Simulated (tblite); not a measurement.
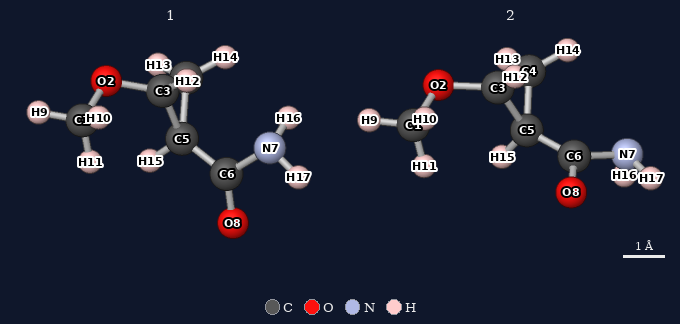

Two geometries of C5H9NO2 (charge −1, multiplicity 2), drawn at one scale. One is the start of a relaxation, the other its converged end. Style: ball-and-stick. Shown at a tilt.

The calculation used GFN2-xTB geometry optimisation, gas phase in tblite 0.8.0. 

Which geometry has the lower energy?

Structure 1 is the relaxed one. Over 140 geometry steps the energy falls by 18.2 kcal/mol. The largest move after the best rigid fit is that of H16, 1.95 Å. By element the largest moves are H 1.95 Å, O 1.87 Å, N 1.13 Å, C 0.62 Å. Some distances before and after: C4–C5 1.514 → 1.582 Å, C6–O8 1.243 → 1.294 Å, O2–C3 1.464 → 1.415 Å, N7–H16 0.999 → 1.025 Å. Among the angles between lasting bonds that change: N7–C6–O8 113.0° → 120.0°, C4–C5–C6 120.3° → 126.8°, C5–C6–N7 121.8° → 115.4°. Groups turn about C5–C6 by about 85°.
